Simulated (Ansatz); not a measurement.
**A workflow on [CHFNO2]+ (SMILES O=NF.C#[O+])**

We compute a series of 62 runs (RPA@PBE/def2-TZVP, wB97X/def2-TZVP, revPBE/def2-TZVP, B97M-V/def2-TZVP, SVWN5/def2-TZVP, revPBE-D3(BJ)-ATM/def2-TZVP, B3LYP/def2-TZVP, r2SCAN50-D4/def2-TZVP, and more) of CHFNO2 and its partners. 

Program for the calculation: Ansatz 0.2.0.

## 1. The structure to begin with

[CHFNO2]+ has 6 atoms, charge +1, and is taken as a singlet. As SMILES, `O=NF.C#[O+]`.

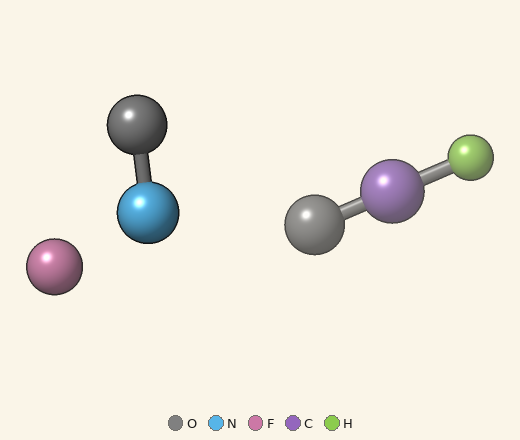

The structure, seen from a chosen angle (oxygen grey, nitrogen blue, fluorine pink, carbon purple, hydrogen green).

## 2. The energy at RPA@PBE/def2-TZVP (run 1)

File job.yaml:

```yaml
crystal:
  periodic: [false, false, false]
  atoms:
    - {symbol: O, position_ang: [0.881240, 0.243070, 0.511850]}
    - {symbol: "N", position_ang: [0.147270, -0.481640, 0.029090]}
    - {symbol: F, position_ang: [-1.028520, 0.238580, -0.540950]}
    - {symbol: C, position_ang: [2.646070, -2.205030, -1.450900]}
    - {symbol: O, position_ang: [1.674360, -1.710130, -1.435240]}
    - {symbol: H, position_ang: [3.624210, -2.704190, -1.467630]}
basis:
  gaussian:
    orbitals: def2-TZVP
total_charge: 1
hamiltonian:
  xc: pbe
correlation:
  method: rpa
  frozen_orbitals: {C: 1, F: 1, H: 0, "N": 1, O: 1}
```

The run is started by

```
$ ansatz run job.yaml --threads 1 --pin off --max-ram 2610MiB --events-out events.jsonl --progress --plain --runs-dir runs
```

The log of the run:

```text
Warning: RAYON_NUM_THREADS=1 ignored (pool sized by the plan → 1); use --threads N
Functional definition: PBE
  name "PBE"
  parameter kappa = 0.804
  parameter beta = 0.06672455060314922
  exchange = pbe_x(kappa = kappa, mu = beta*pi^2/3)
  correlation = pbe_c(beta = beta)
1072 factors; integrals over basis functions are off by at most 1.2e-3 eV
mean field evaluation 1: about -9323.7029 eV, gradient 8.9e1 eV
mean field evaluation 2: about -9323.6961 eV, gradient 8.9e1 eV
mean field evaluation 4: about -9234.0232 eV, gradient 1.6e2 eV
mean field evaluation 8: about -9335.0359 eV, gradient 1.5e1 eV
mean field evaluation 16: about -9335.4293 eV, gradient 6.2e-3 eV
mean field evaluation 32: about -9319.2240 eV, gradient 3.7e1 eV
mean field evaluation 64: about -9275.8982 eV, gradient 9.6e1 eV
mean field -9335.42925876 eV, -343.0706974782 hartree, gradient 8.8e-6 eV, S^2 0.000000; 4 other end points of the search recorded, 0 dependent functions left out
5 core orbitals not correlated: weight in the atoms' cores, before any rotation towards them, 1.000 or more for the frozen orbitals, at most 0.000 for the correlated occupied ones
reference -9296.47465902 eV, -341.6391423423 hartree; 14, 14 occupied and 142, 142 virtual orbitals, 1072 factors
Total energy: -9339.98563599 eV, -343.2381412531 hartree
```

It took 47 s on 1 thread of Intel Xeon at 2.50GHz (Skylake/Cascade Lake), shared host; peak memory 0.28 GiB.

## 3. NOF: a single-point energy at RPA@PBE/def2-TZVP (run 2)

File in.yaml:

```yaml
basis:
  gaussian:
    orbitals: def2-TZVP
crystal:
  periodic: [false, false, false]
  atoms:
    - {symbol: O, position_ang: [0.881240, 0.243070, 0.511850]}
    - {symbol: N, position_ang: [0.147270, -0.481640, 0.029090]}
    - {symbol: F, position_ang: [-1.028520, 0.238580, -0.540950]}
correlation:
  method: rpa
  frozen_orbitals: {F: 1, "N": 1, O: 1}
hamiltonian:
  xc: {name: PBE}
```

The run is started by

```
$ ansatz run in.yaml --threads 1 --pin off --max-ram 2610MiB --events-out events.jsonl --progress --plain --runs-dir runs
```

The log of the run, shortened:

```text
Warning: RAYON_NUM_THREADS=1 ignored (pool sized by the plan → 1); use --threads N
[... 6 set-up lines as earlier in the session ...]
617 factors; integrals over basis functions are off by at most 1.0e-3 eV
mean field evaluation 1: about -6246.2259 eV, gradient 3.6e1 eV
mean field evaluation 2: about -6246.2223 eV, gradient 3.6e1 eV
mean field evaluation 4: about -6247.3949 eV, gradient 1.7e1 eV
mean field evaluation 8: about -6247.9573 eV, gradient 5.5e-2 eV
mean field evaluation 16: about -6247.9571 eV, gradient 4.4e-6 eV
mean field -6247.95712496 eV, -229.6081893248 hartree, gradient 4.4e-6 eV, S^2 0.000000; 0 other end points of the search recorded, 0 dependent functions left out
3 core orbitals not correlated: weight in the atoms' cores, before any rotation towards them, 1.000 or more for the frozen orbitals, at most 0.000 for the correlated occupied ones
reference -6222.39735248 eV, -228.6688850112 hartree; 9, 9 occupied and 81, 81 virtual orbitals, 617 factors
Total energy: -6250.68522425 eV, -229.7084451245 hartree
```

It took 8.4 s on 1 thread of Intel Xeon at 2.50GHz (Skylake/Cascade Lake), shared host; peak memory 0.12 GiB.

Runs 3 to 10 aren't shown in full; the table further down has their settings and results.

## 4. A single-point energy at revPBE/def2-TZVP (run 11)

File job.yaml:

```yaml
crystal:
  periodic: [false, false, false]
  atoms:
    - symbol: O
      position_ang: [0.881240, 0.243070, 0.511850]
    - symbol: "N"
      position_ang: [0.147270, -0.481640, 0.029090]
    - symbol: F
      position_ang: [-1.028520, 0.238580, -0.540950]
    - symbol: C
      position_ang: [2.646070, -2.205030, -1.450900]
    - symbol: O
      position_ang: [1.674360, -1.710130, -1.435240]
    - symbol: H
      position_ang: [3.624210, -2.704190, -1.467630]
basis:
  gaussian:
    orbitals: def2-TZVP
hamiltonian:
  xc: {name: revPBE}
total_charge: 1
```

The run is started by

```
$ ansatz run job.yaml --threads 1 --pin off --max-ram 2610MiB --events-out events.jsonl --progress --plain --runs-dir runs
```

The log of the run:

```text
Warning: RAYON_NUM_THREADS=1 ignored (pool sized by the plan → 1); use --threads N
Functional definition: revPBE
  name "revPBE"
  parameter kappa = 1.245
[... 3 set-up lines as earlier in the session ...]
837 factors; their error is unknown
mean field evaluation 1: about -9330.8274 eV, gradient 8.8e1 eV
mean field evaluation 2: about -8929.1499 eV, gradient 2.6e2 eV
mean field evaluation 4: about -9337.3334 eV, gradient 4.8e1 eV
mean field evaluation 8: about -9342.1962 eV, gradient 9.9e0 eV
mean field evaluation 16: about -9342.3495 eV, gradient 3.6e-2 eV
mean field evaluation 32: about -9337.6071 eV, gradient 4.3e1 eV
mean field -9342.34951179 eV, -343.3250120863 hartree, gradient 4.8e-5 eV, S^2 0.000000; 2 other end points of the search recorded, 0 dependent functions left out
reference -9342.34954550 eV, -343.3250133252 hartree; 19, 19 occupied and 142, 142 virtual orbitals, 837 factors
Total energy: -9342.34954550 eV, -343.3250133252 hartree
```

Run time: 15 s. Hardware: 1 thread of Intel Xeon at 2.50GHz (Skylake/Cascade Lake), shared host; peak memory 0.15 GiB.

Runs 12 to 61 aren't shown in full; the table further down has their settings and results.

## 5. CHO+ among ghost functions: the energy at r2SCAN0-D3(BJ)-ATM/aug-cc-pVDZ (with ghost functions) (run 62)

File job.yaml:

```yaml
crystal:
  periodic: [false, false, false]
  atoms:
    - {symbol: C, position_ang: [2.646070, -2.205030, -1.450900]}
    - {symbol: O, position_ang: [1.674360, -1.710130, -1.435240]}
    - {symbol: H, position_ang: [3.624210, -2.704190, -1.467630]}
basis:
  gaussian:
    orbitals: aug-cc-pVDZ
    ghost_atoms: [{symbol: O, position_ang: [0.881240, 0.243070, 0.511850]}, {symbol: N, position_ang: [0.147270, -0.481640, 0.029090]}, {symbol: F, position_ang: [-1.028520, 0.238580, -0.540950]}]
total_charge: 1
hamiltonian:
  xc: {name: r2SCAN0}
  dispersion: d3bjatm
```

The run is started by

```
$ ansatz run job.yaml --threads 1 --pin off --max-ram 2610MiB --events-out events.jsonl --progress --plain --runs-dir runs
```

The log of the run:

```text
Warning: RAYON_NUM_THREADS=1 ignored (pool sized by the plan → 1); use --threads N
Functional definition: r2SCAN0
  name "r2SCAN0"
  parameter a = 0.25
  parameter k0 = 0.174
  parameter k1 = 0.065
  parameter a1 = 4.9479
  exchange = (1 - a)*r2scan_x(k0 = k0, k1 = k1, a1 = a1) + a*exact_x
  correlation = r2scan_c
876 factors; their error is unknown
mean field evaluation 1: about -3078.8660 eV, gradient 7.3e1 eV
mean field evaluation 2: about -3050.6703 eV, gradient 1.4e2 eV
mean field evaluation 4: about -3087.9377 eV, gradient 2.5e0 eV
mean field evaluation 8: about -3087.9550 eV, gradient 1.0e-2 eV
mean field -3087.95501072 eV, -113.4802535529 hartree, gradient 3.0e-5 eV, S^2 0.000000; 0 other end points of the search recorded, 0 dependent functions left out
reference -3087.95502014 eV, -113.4802538989 hartree; 7, 7 occupied and 117, 117 virtual orbitals, 876 factors
Total energy: -3087.96012229 eV, -113.4804413998 hartree
```

It took 10 s on 1 thread of Intel Xeon at 2.50GHz (Skylake/Cascade Lake), shared host; peak memory 0.21 GiB.

## 6. Overview of the runs

```
run                                                  level         contact  frozen core orbitals               partner  energy (Eh)  wall time
  1                                      RPA@PBE/def2-TZVP               –                     5                  base  -343.238141       47 s
  2                                      RPA@PBE/def2-TZVP            base                     3              fragment  -229.708445      8.4 s
  3               RPA@PBE/def2-TZVP (with ghost functions)            base                     3  fragment with ghosts  -229.709078       19 s
  4                                      RPA@PBE/def2-TZVP            base                     2              fragment  -113.544296      7.5 s
  5               RPA@PBE/def2-TZVP (with ghost functions)            base                     2  fragment with ghosts  -113.544611       22 s
  6                                        wB97X/def2-TZVP               –                     –                  base  -343.314875       26 s
  7                                        wB97X/def2-TZVP            base                     –              fragment  -229.758195       10 s
  8                 wB97X/def2-TZVP (with ghost functions)            base                     –  fragment with ghosts  -229.758328       23 s
  9                                        wB97X/def2-TZVP            base                     –              fragment  -113.566525      5.8 s
 10                 wB97X/def2-TZVP (with ghost functions)            base                     –  fragment with ghosts  -113.566583       19 s
 11                                       revPBE/def2-TZVP               –                     –                  base  -343.325013       15 s
 12                                       revPBE/def2-TZVP            base                     –              fragment  -229.766256      3.9 s
 13                revPBE/def2-TZVP (with ghost functions)            base                     –  fragment with ghosts  -229.766446      6.3 s
 14                                       revPBE/def2-TZVP            base                     –              fragment  -113.568521      1.9 s
 15                revPBE/def2-TZVP (with ghost functions)            base                     –  fragment with ghosts  -113.568555      6.7 s
 16                                       B97M-V/def2-TZVP               –                     –                  base  -343.313137       26 s
 17                                       B97M-V/def2-TZVP            base                     –              fragment  -229.748354      8.2 s
 18                B97M-V/def2-TZVP (with ghost functions)            base                     –  fragment with ghosts  -229.748489       20 s
 19                                       B97M-V/def2-TZVP            base                     –              fragment  -113.572698        6 s
 20                B97M-V/def2-TZVP (with ghost functions)            base                     –  fragment with ghosts  -113.572721       17 s
 21                                        SVWN5/def2-TZVP               –                     –                  base  -340.933845      7.5 s
 22                                        SVWN5/def2-TZVP            base                     –              fragment  -228.240169      1.7 s
 23                 SVWN5/def2-TZVP (with ghost functions)            base                     –  fragment with ghosts  -228.240351      3.3 s
 24                                        SVWN5/def2-TZVP            base                     –              fragment  -112.696900      1.2 s
 25                 SVWN5/def2-TZVP (with ghost functions)            base                     –  fragment with ghosts  -112.696977      3.3 s
 26                            revPBE-D3(BJ)-ATM/def2-TZVP               –                     –                  base  -343.331433        9 s
 27                            revPBE-D3(BJ)-ATM/def2-TZVP            base                     –              fragment  -229.768391      2.5 s
 28     revPBE-D3(BJ)-ATM/def2-TZVP (with ghost functions)            base                     –  fragment with ghosts  -229.768581      7.2 s
 29                            revPBE-D3(BJ)-ATM/def2-TZVP            base                     –              fragment  -113.570476      1.5 s
 30     revPBE-D3(BJ)-ATM/def2-TZVP (with ghost functions)            base                     –  fragment with ghosts  -113.570511      5.5 s
 31                                        B3LYP/def2-TZVP               –                     –                  base  -343.401160      9.1 s
 32                                        B3LYP/def2-TZVP            base                     –              fragment  -229.815382      4.2 s
 33                 B3LYP/def2-TZVP (with ghost functions)            base                     –  fragment with ghosts  -229.815528      9.3 s
 34                                        B3LYP/def2-TZVP            base                     –              fragment  -113.596074      2.6 s
 35                 B3LYP/def2-TZVP (with ghost functions)            base                     –  fragment with ghosts  -113.596130       10 s
 36                                  r2SCAN50-D4/def2-TZVP               –                     –                  base  -343.103047       17 s
 37                                  r2SCAN50-D4/def2-TZVP            base                     –              fragment  -229.617869      8.4 s
 38           r2SCAN50-D4/def2-TZVP (with ghost functions)            base                     –  fragment with ghosts  -229.617955       14 s
 39                                  r2SCAN50-D4/def2-TZVP            base                     –              fragment  -113.495398      4.2 s
 40           r2SCAN50-D4/def2-TZVP (with ghost functions)            base                     –  fragment with ghosts  -113.495445       11 s
 41                                           HF/def2-TZVP               –                     –                  base  -341.721232      6.9 s
 42                                           HF/def2-TZVP            base                     –              fragment  -228.718882      1.9 s
 43                    HF/def2-TZVP (with ghost functions)            base                     –  fragment with ghosts  -228.718954      5.5 s
 44                                           HF/def2-TZVP            base                     –              fragment  -113.016883      1.1 s
 45                    HF/def2-TZVP (with ghost functions)            base                     –  fragment with ghosts  -113.016929      6.3 s
 46                                           HF/def2-TZVP               –                     –         contact x 0.9  -341.708443      7.9 s
 47                    HF/def2-TZVP (with ghost functions)   contact x 0.9                     –  fragment with ghosts  -228.718980      5.4 s
 48                    HF/def2-TZVP (with ghost functions)   contact x 0.9                     –  fragment with ghosts  -113.016935      5.2 s
 49                                           HF/def2-TZVP               –                     –        contact x 1.15  -341.728455      7.5 s
 50                    HF/def2-TZVP (with ghost functions)  contact x 1.15                     –  fragment with ghosts  -228.718929      5.4 s
 51                    HF/def2-TZVP (with ghost functions)  contact x 1.15                     –  fragment with ghosts  -113.016918      5.1 s
 52                                           HF/def2-TZVP               –                     –         contact x 1.4  -341.731365      6.7 s
 53                    HF/def2-TZVP (with ghost functions)   contact x 1.4                     –  fragment with ghosts  -228.718905      5.1 s
 54                    HF/def2-TZVP (with ghost functions)   contact x 1.4                     –  fragment with ghosts  -113.016898      5.1 s
 55                                           HF/def2-TZVP               –                     –         contact x 1.8  -341.732648        6 s
 56                    HF/def2-TZVP (with ghost functions)   contact x 1.8                     –  fragment with ghosts  -228.718888      5.1 s
 57                    HF/def2-TZVP (with ghost functions)   contact x 1.8                     –  fragment with ghosts  -113.016884      5.1 s
 58                         r2SCAN0-D3(BJ)-ATM/aug-cc-pVDZ               –                     –                  base  -343.073315       12 s
 59                         r2SCAN0-D3(BJ)-ATM/aug-cc-pVDZ            base                     –              fragment  -229.602056      4.8 s
 60  r2SCAN0-D3(BJ)-ATM/aug-cc-pVDZ (with ghost functions)            base                     –  fragment with ghosts  -229.602315       11 s
 61                         r2SCAN0-D3(BJ)-ATM/aug-cc-pVDZ            base                     –              fragment  -113.480028      3.9 s
 62  r2SCAN0-D3(BJ)-ATM/aug-cc-pVDZ (with ghost functions)            base                     –  fragment with ghosts  -113.480441       10 s
```

## 7. Summary of results

| quantity | value |
| --- | --- |
| CHO+ among ghost functions, run 62: total energy | -113.48044 Eh |
| CHO+ among ghost functions, run 62: dispersion energy | -0.49 kJ/mol |
| interaction energy of the rigid parts NOF and CHO+ (parts in their own basis; closest atoms 2.45 Å apart), RPA@PBE/def2-TZVP | 0.397 eV |
| interaction energy of the rigid parts NOF and CHO+ (parts in the whole basis, counterpoise; closest atoms 2.45 Å apart), wB97X/def2-TZVP | 0.273 eV |
| interaction energy of the rigid parts NOF and CHO+ (parts in the whole basis, counterpoise; closest atoms 2.45 Å apart), B97M-V/def2-TZVP | 0.220 eV |
| interaction energy of the rigid parts NOF and CHO+ (parts in the whole basis, counterpoise; closest atoms 2.45 Å apart), SVWN5/def2-TZVP | 0.095 eV |
| interaction energy of the rigid parts NOF and CHO+ (parts in their own basis; closest atoms 2.45 Å apart), B3LYP/def2-TZVP | 0.280 eV |
| interaction energy of the rigid parts NOF and CHO+ (parts in the whole basis, counterpoise; closest atoms 4.41 Å apart), HF/def2-TZVP | 0.085 eV |
| interaction energy of the rigid parts NOF and CHO+ (parts in the whole basis, counterpoise; closest atoms 2.45 Å apart), r2SCAN0-D3(BJ)-ATM/aug-cc-pVDZ | 0.257 eV |
| interaction energy of the rigid parts NOF and CHO+ (parts in their own basis; closest atoms 2.45 Å apart), r2SCAN0-D3(BJ)-ATM/aug-cc-pVDZ | 0.239 eV |

At RPA@PBE/def2-TZVP: the interaction energy of the rigid parts NOF and CHO+ (parts in their own basis; closest atoms 2.45 Å apart) is 0.40 eV (9.2 kcal/mol): the parts repel at this shape. Without counterpoise this holds the superposition error of the basis. At wB97X/def2-TZVP: the interaction energy of the rigid parts NOF and CHO+ (parts in the whole basis, counterpoise; closest atoms 2.45 Å apart) is 0.27 eV (6.3 kcal/mol): the parts repel at this shape. At B97M-V/def2-TZVP: the interaction energy of the rigid parts NOF and CHO+ (parts in the whole basis, counterpoise; closest atoms 2.45 Å apart) is 0.22 eV (21.2 kJ/mol): the parts repel at this shape. At SVWN5/def2-TZVP: the interaction energy of the rigid parts NOF and CHO+ (parts in the whole basis, counterpoise; closest atoms 2.45 Å apart) is 0.09 eV (2.2 kcal/mol): the parts repel at this shape. At B3LYP/def2-TZVP: the interaction energy of the rigid parts NOF and CHO+ (parts in their own basis; closest atoms 2.45 Å apart) is 0.28 eV (6.5 kcal/mol): the parts repel at this shape. At HF/def2-TZVP: the interaction energy of the rigid parts NOF and CHO+ (parts in the whole basis, counterpoise; closest atoms 4.41 Å apart) is 0.09 eV (2.0 kcal/mol): the parts repel at this shape. Totals of different functionals can't be ranked against each other. All runs together took 9.4 min, the longest 47 s.
